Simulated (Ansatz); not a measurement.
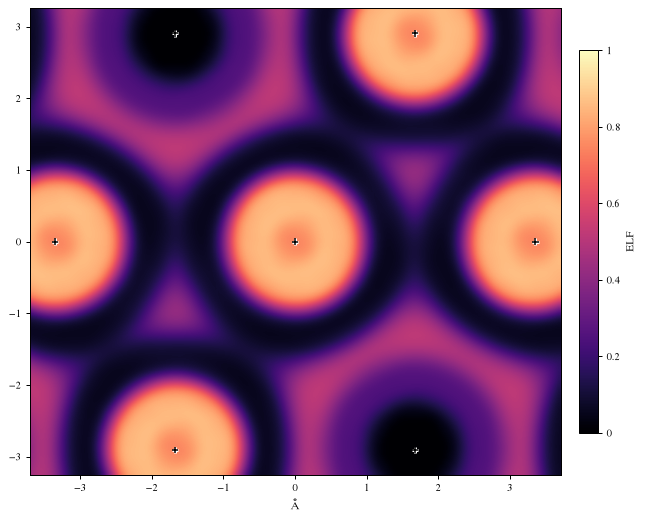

The electron localisation function on a plane through atoms (crosses mark nuclei in the plane).

These are results of DFT PBE, scalar-relativistic, plane waves, PAW in Ansatz 0.2.0, not measurements.

Candidates:
A. AlZn2O, a = 3.03 Å, b = 3.03 Å, c = 20.29 Å, α = 90.00°, β = 90.00°, γ = 120.00°. Space group R-3m; a structure generated by program, which may or may not match a known phase; computed without spin polarisation.
B. Ca4Zn3, a = 6.71 Å, b = 6.71 Å, c = 5.46 Å, α = 90.00°, β = 90.00°, γ = 120.00°. Space group P6/mmm; a structure generated by program, which may or may not match a known phase.
C. SiHg4Se4, a = 7.18 Å, b = 7.18 Å, c = 10.20 Å, α = 90.00°, β = 90.00°, γ = 120.00°. Space group P-6m2; a structure generated by program, which may or may not match a known phase.

### Which system is this?

Candidate B: Ca4Zn3 on the (001) plane of the conventional cell, which holds Ca and Zn. Ca–Ca (3.35 Å): the ELF is about 0.10 at the midpoint: no shared electron pair shows on this line.
